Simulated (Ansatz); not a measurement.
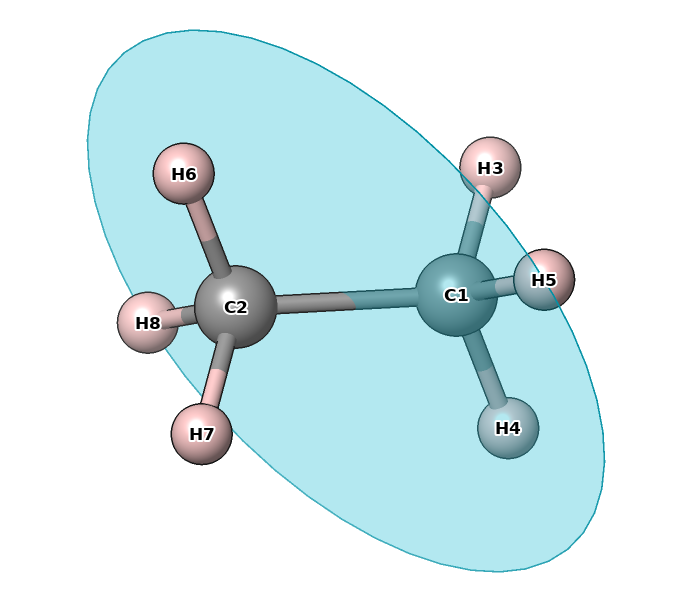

A disc through the centre of mass is drawn in. Atoms fade into the background with distance from the viewer. The computed structure is the end point of a PBE0-D4/def2-TZVP optimisation.

Is the plane of the disc a mirror plane of the structure?

No. The point group is D3d, with 1 C3 axis, 3 C2 axes, 1 S6 axis, 3 mirror planes and a centre of inversion, and this plane isn't one of its mirror planes.
